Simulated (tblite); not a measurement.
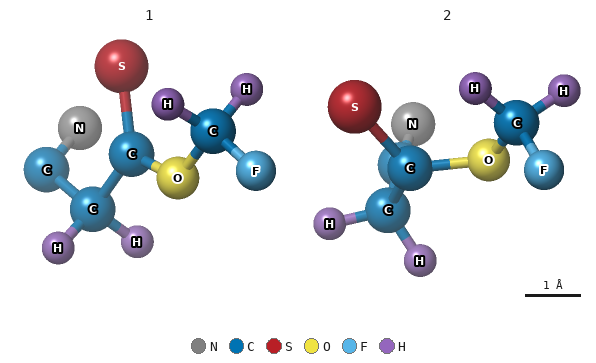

Two geometries of C$_{4}$H$_{4}$FNOS (charge −1, multiplicity 2), drawn at one scale. One is the start of a relaxation, the other its converged end. A ball-and-stick model, seen from a free direction.

Level of theory: GFN2-xTB geometry optimisation, gas phase in tblite 0.8.0. 

Q: Which geometry has the lower energy?

A: Structure 2 is the relaxed one. After 107 geometry steps the energy has fallen by 61.6 kcal/mol. The largest move after the best rigid fit is that of the S atom, 1.98 Å. Largest moves by element: S 1.98 Å, C 1.03 Å, H 0.78 Å, N 0.65 Å, O 0.64 Å, F 0.33 Å. Near-neighbour distances that change, for instance: C–N 1.286 → 1.153 Å, C–O 1.415 → 1.341 Å, C–C 1.504 → 1.439 Å, C–O 1.385 → 1.444 Å. Among the angles between lasting bonds that change: N–C–C 117.0° → 174.2°, C–C–O 118.5° → 109.6°, C–O–C 124.1° → 116.3°. Groups turn about C–O by about 85°.
